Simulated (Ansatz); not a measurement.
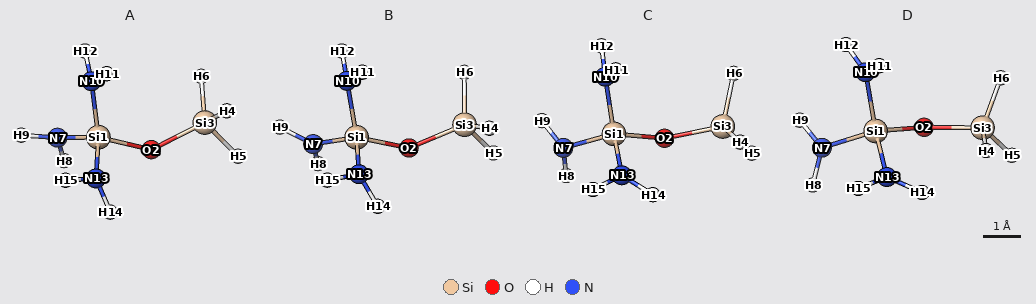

4 geometries from one relaxation of Si2N3H9O, in shuffled order. A ball-and-stick model, seen face on.

The run prepares the start of a later molecular dynamics calculation, from a guessed geometry.

Computed with RKS B3LYP/6-31G* in Ansatz. Settings: no spin polarisation; force threshold 0.02 eV/Å; at most 40 steps.

**Put them in the order of the run, from the start to the converged end.**

D, C, B, A. They are steps 0, 4, 10, 21, at +27.3 kcal/mol, +2.79 kcal/mol, +1.27 kcal/mol relative to the last. H8 moves most after the best rigid fit: 1.28 Å. By element the largest moves are H 1.28 Å, O 0.80 Å, N 0.46 Å, Si 0.28 Å. Near-neighbour distances that change, for instance: Si1–N10 1.819 → 1.715 Å, Si1–N13 1.819 → 1.730 Å, N10–H11 1.060 → 1.011 Å, O2–Si3 1.680 → 1.650 Å. Among the angles between lasting bonds that change: N7–Si1–N13 109.5° → 122.9°, Si1–O2–Si3 125.0° → 136.3°, H14–N13–H15 120.0° → 110.9°. Groups turn about Si1–O2 by about 70°, O2–Si3 by about 35°. After 19 accepted moves (21 points after the start) the energy has fallen by 27.3 kcal/mol. Largest force component: 2.1 eV/Å at the start, 0.012 eV/Å at the end. The line search rejected the trial steps at points 5, 14 of the run.
